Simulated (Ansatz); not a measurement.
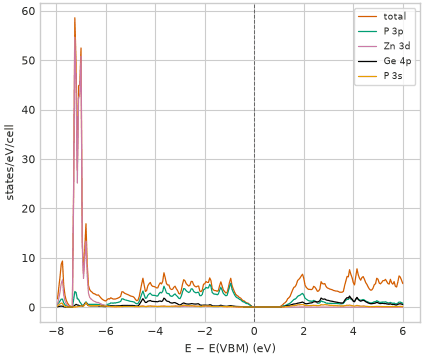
Figure. Total and projected density of states of ZnGeP2 (chalcopyrite, I-42d), LDA in the plane-wave PAW code Ansatz

### Question
Which orbitals carry the states next to the gap?

### Answer
Top 1 eV of the valence band: P 3p 83 %, Ge 4p 6 %, outside the projected shells 5 %. Bottom 1 eV of the conduction band: P 3p 40 %, Ge 4s 18 %, Ge 4p 16 %, P 3s 8 %, outside the projected shells 15 %. Projections are on Löwdin-orthogonalised atomic valence shells; empty p or d shells of many metals are not among them.

### Question
Where is the tallest occupied peak in this window, and what makes it?

### Answer
Near -7.2 eV, about 59 states/eV per cell; the largest projected share is Zn 3d.

The LDA relaxation kept the symmetry of its start. Scalar-relativistic: spin–orbit coupling is off unless named, which matters more the heavier the elements.

Potentials: the later of the program's two PAW sets.
